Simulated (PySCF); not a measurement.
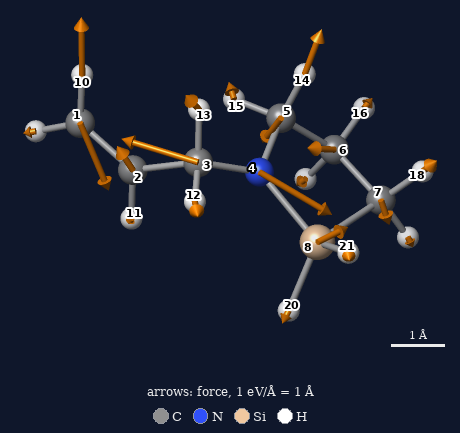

Starting geometry of C$_{6}$H$_{13}$NSi with the computed forces as orange arrows. Style: ball-and-stick. Shown from a free direction.

The start comes from GFN2-xTB. Its atoms were then displaced at random by about 0.01 Å.

Theory: PBE0-D3(BJ)/def2-SVP geometry optimisation, gas phase in PySCF. 

Is this structure relaxed? If not, where do the atoms go?

Answer. It isn't relaxed: the largest force vector, on the N atom, is 1.67 eV/Å. The final displacements have little in common with the starting forces (cosine between the two patterns 0.11). The energy falls by 4.04 kcal/mol in 10 geometry steps. The atom that moves furthest after the best rigid fit is an H atom (0.27 Å). By element the largest moves are H 0.27 Å, N 0.16 Å, C 0.15 Å, Si 0.10 Å. Some distances before and after: C–N 1.396 → 1.440 Å, C–H 1.061 → 1.096 Å, C–H 1.082 → 1.112 Å, H–Si 1.484 → 1.501 Å. Bond angles that change, for instance: Si–C–H 111.3° → 108.2°, H–C–H 108.9° → 106.0°, H–Si–H 108.8° → 106.2°. The run took 100 s on 1 thread of AMD EPYC 9R45 96-Core Processor (shared host).
